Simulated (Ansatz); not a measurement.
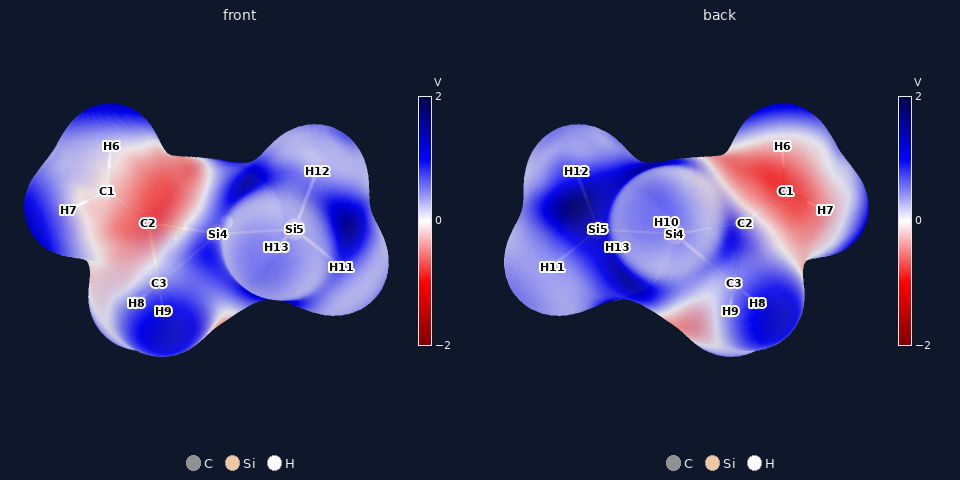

*C$_{3}$H$_{8}$Si$_{2}$ (SMILES C=C1C[SiH]1[SiH3]). The molecular electrostatic potential painted on the density surface at 0.004 e/bohr³, seen from the front and from behind; the colour scale runs from red (negative) to blue (positive).*

Geometry: PBE0-D4/def2-TZVP.

All numbers below come from RKS PBE0-D4/def2-TZVPP (Ansatz 0.2.0).

```xyz
13

C    -0.5188    2.1415    0.9271
C    -0.5926    1.0348    0.2119
C    -1.5511   -0.1027    0.0337
Si    0.0337   -0.2011   -0.9783
Si    1.6979   -1.6607   -0.2789
H     0.3361    2.8060    0.8564
H    -1.3125    2.4323    1.6126
H    -2.4802    0.1193   -0.4888
H    -1.6924   -0.7745    0.8783
H    -0.0708    0.1086   -2.4255
H     1.6013   -2.9660   -0.9865
H     3.0487   -1.0903   -0.5273
H     1.5209   -1.8822    1.1803
```

Question: Where is the surface potential most negative and most positive?

Answer: The most negative region (about −0.8 V) lies over the π face of C1 and C2, the most positive (about +1.6 V) over Si5.
